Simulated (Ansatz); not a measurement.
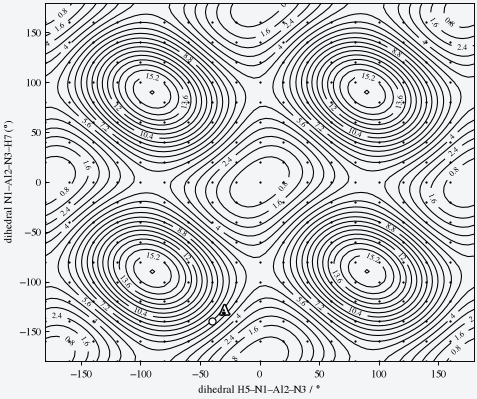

AlBrH4N2, SMILES [NH2][Al]([NH2])[Br]. 
- Coordinates scanned: (1) dihedral H5–N1–Al2–N3; (2) dihedral N1–Al2–N3–H7.
- Nothing is relaxed (all other coordinates rigid).
- The scan uses an 18 × 18 grid; 120 points were computed and 204 follow by symmetry.
- Points are written as (first, second).
- All energies are given in kcal/mol relative to the relaxed molecule at the same level.
- These are results of Ansatz 0.2.0, RKS PBE0-D4/def2-SVP, not measurements.

In the figure: contour lines labelled in kcal/mol (none above 16), dots at the grid points, the point A. Between grid points the surface is interpolated.

> Is A at rest? If not, where is it pushed?

A, at (−40°, −140°), is not a stationary point. The computed force is 0.13 kcal/mol for each degree towards larger values of dihedral H5–N1–Al2–N3 and 0.13 kcal/mol for each degree towards smaller values of dihedral N1–Al2–N3–H7.
